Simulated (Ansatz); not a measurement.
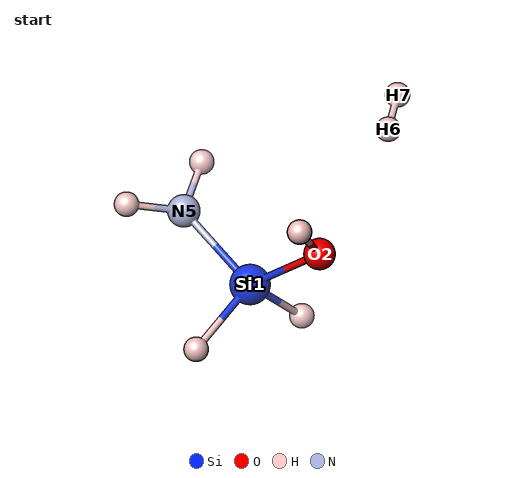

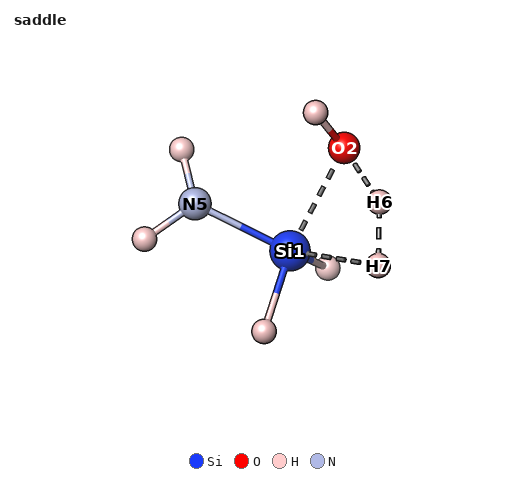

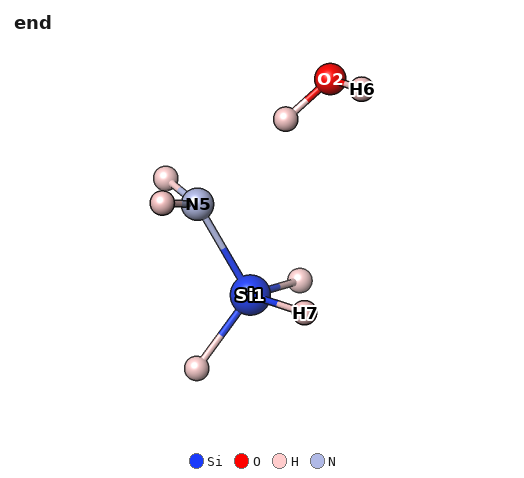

A saddle point and the two end points reached downhill from it. Broken sticks mark bonds that form or break. Charge 0, singlet. Geometries: PBE0-D4/def2-TZVP; all other levels are single points on them, and energies count from the start as drawn. Program: Ansatz 0.2.0. In CBS estimates cores are frozen, and CCSD(T) − MP2 is taken in the smaller basis.

### Which bonds form and which break from start to end?

Formed: Si1–H7, O2–H6; broken: Si1–O2, H6–H7. At the saddle point Si1···H7 is 1.76 Å, O2···H6 is 1.20 Å, Si1···O2 is 1.90 Å, H6···H7 is 1.05 Å.

Give the electronic barrier and the reaction energy from start to end in kJ/mol (no zero-point energy) with CCSD(T)/CBS (MP2 limit from def2-TZVPP and def2-QZVPP plus CCSD(T) − MP2); r2SCAN-D4/def2-TZVPP; PBE0-D4/def2-SVP.

```json
{"level": "CCSD(T)/CBS (MP2 limit from def2-TZVPP and def2-QZVPP plus CCSD(T) − MP2)", "barrier": "236.3", "reaction energy": "+71.3"}
{"level": "r2SCAN-D4/def2-TZVPP", "barrier": "212.2", "reaction energy": "+73.6"}
{"level": "PBE0-D4/def2-SVP", "barrier": "195.8", "reaction energy": "+50.8"}
```
